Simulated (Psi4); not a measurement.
Two rigid molecules brought together: HF ··· F4Si (SMILES F and F[Si](F)(F)F). Monomers: optimised at B3LYP-D3(BJ) (def2-TZVP), held rigid. Orientation: lowest of the rigid-body minima from ten starts at GFN2-xTB. The monomers approach along the line of their centres of mass (distance R); nothing else relaxes.

Level of theory: SAPT0/jun-cc-pVDZ, frozen core in Psi4 1.11.

Components in kcal/mol:

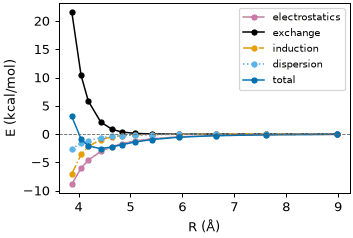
Figure. Components of the interaction energy.

| R / Å | electrostatics | exchange | induction | dispersion | total |
|---|---|---|---|---|---|
| 3.87 | -8.89 | 21.65 | -7.05 | -2.59 | 3.12 |
| 4.05 | -6.02 | 10.37 | -3.60 | -1.62 | -0.87 |
| 4.19 | -4.60 | 5.81 | -2.18 | -1.14 | -2.11 |
| 4.43 | -3.08 | 2.12 | -0.97 | -0.64 | -2.57 |
| 4.65 | -2.20 | 0.82 | -0.49 | -0.39 | -2.26 |
| 4.83 | -1.70 | 0.38 | -0.30 | -0.27 | -1.89 |
| 5.09 | -1.21 | 0.12 | -0.16 | -0.16 | -1.40 |
| 5.41 | -0.83 | 0.03 | -0.08 | -0.09 | -0.97 |
| 5.94 | -0.48 | 0.00 | -0.03 | -0.04 | -0.55 |
| 6.64 | -0.26 | 0.00 | -0.01 | -0.02 | -0.28 |
| 7.62 | -0.12 | 0.00 | 0.00 | -0.01 | -0.13 |
| 8.97 | -0.05 | 0.00 | 0.00 | 0.00 | -0.05 |
